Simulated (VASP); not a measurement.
Band structure of TiGe2 (relaxed from the MoSi2 structure, space group I4/mmm). Method: r2SCAN meta-GGA, VASP's PBE PAW potentials (set 64) (plane waves; VASP).

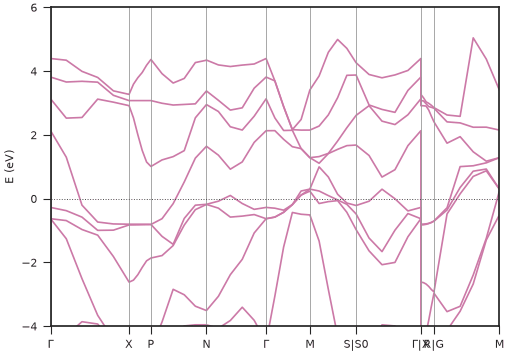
Figure. Bands along high-symmetry lines, zero at the valence-band maximum or, without a gap, the Fermi level

**Question.** Read the plot: is there a gap, and where are the band edges?

**Answer.** It has no gap at this level: it comes out as a metal or semimetal.

The structure was generated: TiGe2 was put into the MoSi2 type (I4/mmm), which need not be its known phase. It was relaxed first, which changed the volume by +7 %.
